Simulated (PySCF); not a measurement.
Input file:

```
{"job": {"kind": "uv", "xc": "CAM-B3LYP", "basis": "def2-SVPD", "dynamic": true, "nstates": 6, "ntriplets": 0}, "charge": 0, "multiplicity": 1}
C     -2.223947    -1.427128    -0.597207
N     -1.481455    -0.201166    -0.693383
C     -2.201007     1.012047    -0.986717
C     -0.130490    -0.190614    -0.467905
C      0.575274    -1.383910    -0.169439
C      1.941107    -1.307920     0.049498
C      2.594209    -0.076258    -0.027350
C      1.811653     1.034227    -0.329112
N      0.503133     0.987193    -0.541092
H     -3.287007    -1.215102    -0.768251
H     -1.906176    -2.172257    -1.349194
H     -2.133023    -1.895216     0.399784
H     -2.942995     1.241255    -0.200884
H     -1.479908     1.835173    -1.040710
H     -2.732680     0.935861    -1.951141
H      0.066831    -2.345339    -0.113363
H      2.500089    -2.218505     0.281358
H      3.667797     0.019709     0.139972
H      2.271874     2.027258    -0.403376
```

Command:

```sh
OMP_NUM_THREADS=1 python probes_run.py task.json out
```

Geometry: PBE0-D3(BJ)/def2-SVP.

The calculation used PySCF 2.14.0, CAM-B3LYP/def2-SVPD, SCF density, gas phase.

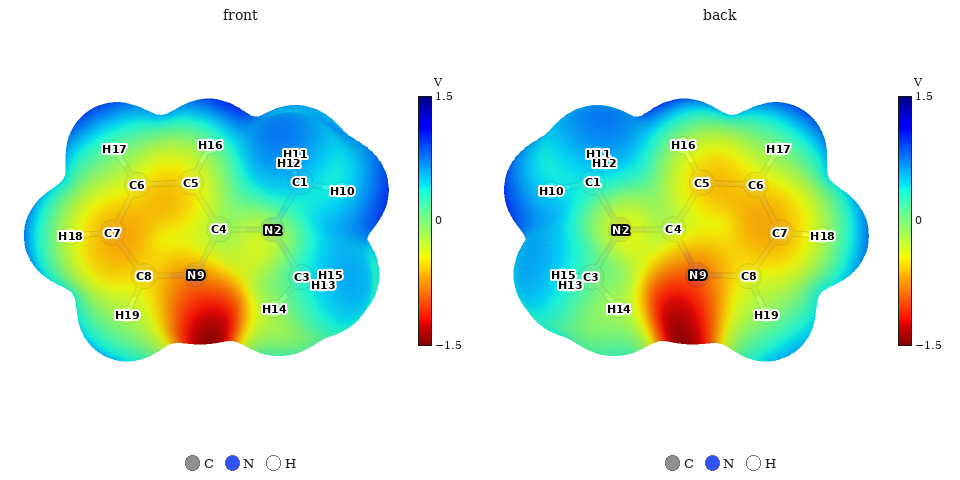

C₇H₁₀N₂ (SMILES CN(C)c1ccccn1). The electrostatic potential painted on the density surface at 0.002 e/bohr³, seen from the front and from behind; red is negative and blue positive.

Question: Describe the electrostatic potential map.

Answer: The most negative region (about −1.4 V) lies over N9, the most positive (about +1.0 V) over H10 and H16. N9 is the likeliest acceptor of a hydrogen bond.

Question: What dipole moment does the calculation give?

Answer: Its dipole moment is 1.86 D.
